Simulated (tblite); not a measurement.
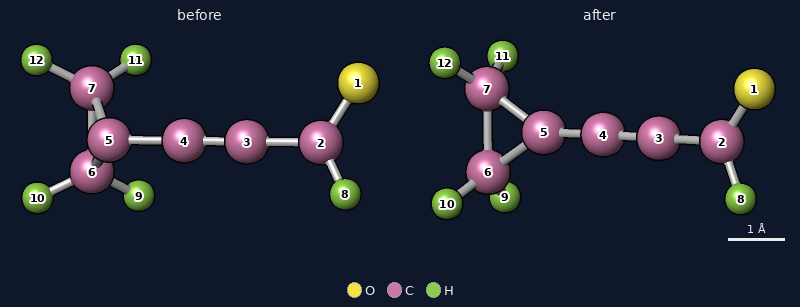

The structure of C6H5O (multiplicity 2) before (left) and after (right) a relaxation, at one scale.

The picture is a ball-and-stick view, seen from a free direction.

Computed with GFN2-xTB geometry optimisation, gas phase in tblite. 

What changed between the two?

The energy falls by 24.9 kcal/mol in 81 geometry steps. C5 moves most after the best rigid fit: 0.88 Å. By element the largest moves are C 0.88 Å, H 0.75 Å, O 0.68 Å. Some distances before and after: C4–C5 1.442 → 1.320 Å, O1–C2 1.274 → 1.216 Å, C5–C7 1.513 → 1.462 Å, C7–H12 1.131 → 1.082 Å. Among the angles between lasting bonds that change: C4–C5–C7 117.0° → 149.0°, C4–C5–C6 119.6° → 148.7°, C5–C7–H12 110.9° → 118.3°. The run took 0.29 s on 1 thread of Arm Neoverse V2 (shared host).
